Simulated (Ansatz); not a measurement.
Molecular dynamics of CH3FNP (part 2 of 2)

Continued. System: CH3FNP. Method: RKS r2SCAN-d3bj/6-31G* (Ansatz 0.2.0). The geometry comes from this level: PBE0-D4/def2-TZVP.

Geometry of the input (Å):
```
F  -0.8709  -2.2865  0.2865
C  -0.1526  -1.1739  0.3790
N  -0.4438  -0.1772  -0.3043
P  0.5835  1.2119  -0.0817
H  0.6595  -1.3010  1.1011
H  0.7529  1.4983  -1.4626
H  -0.4672  2.1604  0.0361
```

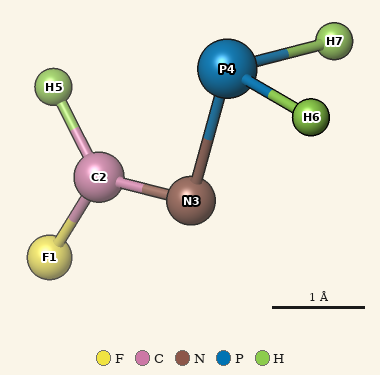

Figure 1. The geometry at step 23 of the log (ball-and-stick view, seen at a tilt; atoms are numbered from 1 in the order of the input).

**The program's output, continued**
```
md step    49: t =    98.00 fs  T =   267.1 K  F+E_penalty+E_count = -14576.10890804 eV  E_kin = 0.172617 eV  conserved = -14576.05846967 eV  (30 SCF iters, 3 dispersion substeps)
these checks for a lower state are left out or cut short: starts, cluster_reference, orbital_swaps, neighbouring_geometries, increment
813 factors; their error is unknown
mean field -14576.08012402 eV, -535.6610645359 hartree, gradient 1.9e-5 eV, S^2 0.000000; 0 other end points of the search recorded, 0 dependent functions left out
the calculation of the forces begins
reference -14576.08013041 eV, -535.6610647705 hartree; 20, 20 occupied and 50, 50 virtual orbitals, 813 factors
813 factors; their error is unknown
mean field evaluation 416: about -14576.0801 eV, gradient 1.8e-4 eV
mean field -14576.08012402 eV, -535.6610645359 hartree, gradient 1.9e-5 eV, S^2 0.000000; 1 other end points of the search recorded, 0 dependent functions left out
the calculation of the forces begins
reference -14576.08013041 eV, -535.6610647705 hartree; 20, 20 occupied and 50, 50 virtual orbitals, 813 factors
md step    50: t =   100.00 fs  T =   273.5 K  F+E_penalty+E_count = -14576.11295326 eV  E_kin = 0.176794 eV  conserved = -14576.06179379 eV  (49 SCF iters, 3 dispersion substeps)
Total energy: -14576.11295964 eV, -535.6622712225 hartree
Atom 0 at    -0.975329    -2.320350     0.226825 Å, force     0.375298     0.402358    -0.053102 eV/Å
Atom 1 at    -0.151173    -1.241634     0.495161 Å, force    -0.400012    -2.732152     1.099182 eV/Å
Atom 2 at    -0.243849    -0.261224    -0.224375 Å, force    -0.155833     2.242009    -0.647163 eV/Å
Atom 3 at     0.586776     1.301012    -0.164818 Å, force    -1.058764     0.167773     0.452918 eV/Å
Atom 4 at     0.443955    -1.602964     1.350555 Å, force     0.163522     0.764083    -0.021866 eV/Å
Atom 5 at    -0.154810     1.706335    -1.329512 Å, force     0.295392     0.433082     0.453931 eV/Å
Atom 6 at    -0.272117     2.128437     0.837964 Å, force     0.780399    -1.277154    -1.283900 eV/Å
Dipole moment:     0.167690     0.201130     0.269702 e Å
```

**Trajectory as extended XYZ (Å, eV, eV/Å), 14 of the 51 frames kept, from step=0 to step=50**
```
7
Properties=species:S:1:pos:R:3:forces:R:3 step=0 time_fs=0.0 energy=-14576.55008 temperature=700.0
F    -0.8709   -2.2865    0.2865   -0.2548  -0.4216  -0.0203
C    -0.1526   -1.1739    0.3790    0.4235  -0.3705   0.5102
N    -0.4438   -0.1772   -0.3043   -0.5319   0.4921  -0.6545
P     0.5835    1.2119   -0.0817    0.3120   0.2658   0.1367
H     0.6595   -1.3010    1.1011    0.1027  -0.0682   0.1152
H     0.7529    1.4983   -1.4626    0.0084   0.0326  -0.0854
H    -0.4672    2.1604    0.0361   -0.0599   0.0697  -0.0019
7
Properties=species:S:1:pos:R:3:forces:R:3 step=4 time_fs=8.0 energy=-14576.36586 temperature=429.9
F    -0.8543   -2.2840    0.3035    0.3310   0.2787  -0.0714
C    -0.1312   -1.1340    0.3678   -1.3918  -1.0267   0.7428
N    -0.5027   -0.1682   -0.3563    1.3345  -0.5206  -0.0021
P     0.5954    1.1890   -0.0755   -0.1626   0.2782   0.5173
H     0.5588   -1.2550    1.2408    0.0338   0.4431  -0.9262
H     0.7927    1.6538   -1.4005   -0.2844  -0.0860  -0.2284
H    -0.5223    2.0139    0.1808    0.1396   0.6333  -0.0321
7
Properties=species:S:1:pos:R:3:forces:R:3 step=8 time_fs=16.0 energy=-14576.34643 temperature=427.6
F    -0.8299   -2.2771    0.3196   -0.0838  -0.4889   0.2528
C    -0.1803   -1.1335    0.3714    0.2723   1.6758  -0.5605
N    -0.5131   -0.1730   -0.4109    0.8101  -0.6598   0.7818
P     0.6040    1.1726   -0.0634   -1.4147   1.5140  -0.2641
H     0.6432   -1.0618    1.1296   -0.6359  -0.7253  -0.3445
H     0.6740    1.7490   -1.3995   -0.1027  -0.3877   0.5124
H    -0.4813    2.1623    0.3288    1.1547  -0.9281  -0.3780
7
Properties=species:S:1:pos:R:3:forces:R:3 step=12 time_fs=24.0 energy=-14576.18846 temperature=205.7
F    -0.8090   -2.2825    0.3415   -0.9749  -0.4516  -0.3062
C    -0.2335   -1.0890    0.3503    1.6469  -2.1819   1.1289
N    -0.4937   -0.1888   -0.4462   -0.8271   2.3037  -0.6594
P     0.5997    1.1714   -0.0538    1.7062  -1.6780  -0.8270
H     0.6190   -1.1736    1.0224    0.0941   0.3248   0.5709
H     0.5220    1.7111   -1.3266    0.2331   0.3760  -0.8103
H    -0.2052    2.1374    0.3990   -1.8783   1.3069   0.9031
7
Properties=species:S:1:pos:R:3:forces:R:3 step=15 time_fs=30.0 energy=-14576.20556 temperature=223.6
F    -0.8110   -2.2961    0.3530   -0.7570   0.0257  -0.5266
C    -0.2236   -1.1051    0.3609    0.2382   0.8645  -1.3285
N    -0.4961   -0.1511   -0.4821    0.2610  -1.9754   2.4629
P     0.6043    1.1661   -0.0555   -0.5760   1.6634  -0.5747
H     0.5768   -1.1933    1.1086   -0.0058   0.6025   0.0477
H     0.4830    1.7446   -1.3869    0.2072   0.0552   0.7449
H    -0.3114    2.2105    0.5825    0.6324  -1.2360  -0.8256
7
Properties=species:S:1:pos:R:3:forces:R:3 step=19 time_fs=38.0 energy=-14576.25700 temperature=321.2
F    -0.8306   -2.3094    0.3548    0.3744   1.0899  -0.3590
C    -0.2002   -1.1001    0.3336   -0.2544  -0.6078   1.4543
N    -0.4902   -0.1641   -0.4521    0.3073  -0.3168  -0.3717
P     0.6069    1.1773   -0.0658    1.5518  -1.3242  -0.4796
H     0.4839   -0.9957    1.2139   -0.1763  -0.6787  -0.5909
H     0.5136    1.8698   -1.2657   -0.1817   0.3216  -0.6751
H    -0.3193    1.9162    0.5451   -1.6212   1.5161   1.0220
7
Properties=species:S:1:pos:R:3:forces:R:3 step=23 time_fs=46.0 energy=-14576.27779 temperature=348.2
F    -0.8431   -2.2939    0.3443   -0.2214  -0.0259  -0.3103
C    -0.1991   -1.1249    0.3529    0.2845  -0.2049   1.3876
N    -0.4714   -0.1908   -0.4328    0.5910   0.3926  -0.8375
P     0.6148    1.1878   -0.0788   -1.9198   1.1302   0.7187
H     0.4844   -1.0939    1.2330   -0.0661  -0.2244  -0.5325
H     0.4588    2.0285   -1.2528   -0.1919  -0.6606   0.2164
H    -0.5456    1.9065    0.6138    1.5236  -0.4069  -0.6425
7
Properties=species:S:1:pos:R:3:forces:R:3 step=27 time_fs=54.0 energy=-14576.39511 temperature=526.2
F    -0.8645   -2.2798    0.3237   -0.8663  -0.8749  -0.0811
C    -0.1942   -1.1551    0.4158    0.1638   1.6090  -2.2602
N    -0.4282   -0.2081   -0.4396    0.6761  -1.1656   2.1387
P     0.6025    1.2079   -0.0838    0.2960  -0.4341  -0.6722
H     0.5902   -1.3064    1.1542    0.2046   0.5664   0.3682
H     0.2891    1.9282   -1.2733    0.1207  -0.1455  -0.0510
H    -0.3577    1.9392    0.6002   -0.5948   0.4447   0.5576
7
Properties=species:S:1:pos:R:3:forces:R:3 step=31 time_fs=62.0 energy=-14576.32363 temperature=450.2
F    -0.9080   -2.2870    0.3011    0.5726   0.4586   0.3885
C    -0.1657   -1.1443    0.4138   -0.1320  -2.9969   0.6241
N    -0.3615   -0.2470   -0.3843   -0.8958   3.0062  -1.2981
P     0.5884    1.2252   -0.0954    0.1674  -0.0878   0.0293
H     0.6329   -1.2404    1.1243    0.2562  -0.3266   0.9476
H     0.1727    1.7620   -1.3215    0.0058   0.5550  -0.1952
H    -0.2993    2.0542    0.7152    0.0258  -0.6085  -0.4962
7
Properties=species:S:1:pos:R:3:forces:R:3 step=35 time_fs=70.0 energy=-14576.35259 temperature=525.5
F    -0.9377   -2.2844    0.2887    0.6015  -0.0070   0.0773
C    -0.1270   -1.2265    0.4275   -0.7649   2.4591  -0.7962
N    -0.3203   -0.2088   -0.3464   -0.1274  -2.5573   1.3188
P     0.5813    1.2393   -0.1161   -0.3425   1.1205  -0.0430
H     0.5360   -1.2865    1.3198   -0.2554  -0.3513  -0.5010
H     0.1007    1.8304   -1.3584    0.2724  -0.0159   0.7045
H    -0.3857    1.9984    0.7358    0.6162  -0.6483  -0.7603
7
Properties=species:S:1:pos:R:3:forces:R:3 step=38 time_fs=76.0 energy=-14576.33686 temperature=504.9
F    -0.9480   -2.2814    0.2810   -0.1966  -0.5837  -0.6206
C    -0.1210   -1.2358    0.4196   -0.7684   0.0664   1.4306
N    -0.2955   -0.2274   -0.2920    0.1003  -0.1139  -0.7365
P     0.5805    1.2548   -0.1356   -0.0584   0.2742   1.1517
H     0.4021   -1.4587    1.3726    0.6001   0.5946  -0.5424
H     0.1053    1.9485   -1.2606   -0.2353  -0.1104  -0.5342
H    -0.4537    1.8898    0.6686    0.5583  -0.1273  -0.1486
7
Properties=species:S:1:pos:R:3:forces:R:3 step=42 time_fs=84.0 energy=-14576.30798 temperature=498.5
F    -0.9663   -2.2929    0.2560    0.0549  -0.3392   0.1023
C    -0.1451   -1.2534    0.4652    0.0893   0.5022  -0.2673
N    -0.2603   -0.2449   -0.2532   -0.3231   0.4336  -0.9279
P     0.5850    1.2769   -0.1522   -1.3127   0.4620   0.8749
H     0.5418   -1.4520    1.2804    0.1738  -0.1997   0.4021
H     0.0329    1.9930   -1.3077    0.1226  -0.7403   0.4279
H    -0.5183    1.8273    0.7052    1.1952  -0.1185  -0.6120
7
Properties=species:S:1:pos:R:3:forces:R:3 step=46 time_fs=92.0 energy=-14576.19181 temperature=359.5
F    -0.9822   -2.3144    0.2323    0.8427   0.6044   0.7018
C    -0.1543   -1.2554    0.5176   -0.3305   1.1510  -2.7115
N    -0.2391   -0.2466   -0.2505   -0.6649  -1.0331   1.0469
P     0.5810    1.2987   -0.1562    1.7360  -1.7768  -0.7668
H     0.6333   -1.4775    1.2133    0.0246  -0.4575   0.9509
H    -0.0478    1.7495   -1.3135   -0.2340   0.5584  -0.4259
H    -0.2869    1.8807    0.6893   -1.3739   0.9536   1.2046
7
Properties=species:S:1:pos:R:3:forces:R:3 step=50 time_fs=100.0 energy=-14576.11295 temperature=273.5
F    -0.9753   -2.3203    0.2268    0.3753   0.4024  -0.0531
C    -0.1512   -1.2416    0.4952   -0.4000  -2.7322   1.0992
N    -0.2438   -0.2612   -0.2244   -0.1558   2.2420  -0.6472
P     0.5868    1.3010   -0.1648   -1.0588   0.1678   0.4529
H     0.4440   -1.6030    1.3506    0.1635   0.7641  -0.0219
H    -0.1548    1.7063   -1.3295    0.2954   0.4331   0.4539
H    -0.2721    2.1284    0.8380    0.7804  -1.2772  -1.2839
```

**Results in brief**

- outcome: finished
- mean temperature over the second half: 416 K
- trajectory: 50 steps, 100 fs
- ensemble: nvt_nose_hoover
- temperature in the input: 700 K
- time step: 2 fs
- potential energy (last step): −14576.1130 eV
- mean-field energy (last step): −14576.0801 eV
- dispersion energy (last step): −0.0328 eV
- SCF solution under orbital rotations (last step): stable
- largest force (length of the vector) (last step): 2.972 eV/Å
- dipole moment (last step): 1.81 D
- hardware: 2 threads of INTEL XEON PLATINUM @ 2.30GHz, 23 GiB of memory available, shared host
- wall time: 41 s (CPU time 78 s)
- peak memory: 0.15 GiB

**Notes**

Warnings of the run: the dispersion correction has no parameters fitted for this combination and takes those fitted for r2SCAN with other terms. So short a trajectory is not equilibrated. The temperature stays far from the 700 K of the thermostat over the second half: the run isn't equilibrated.
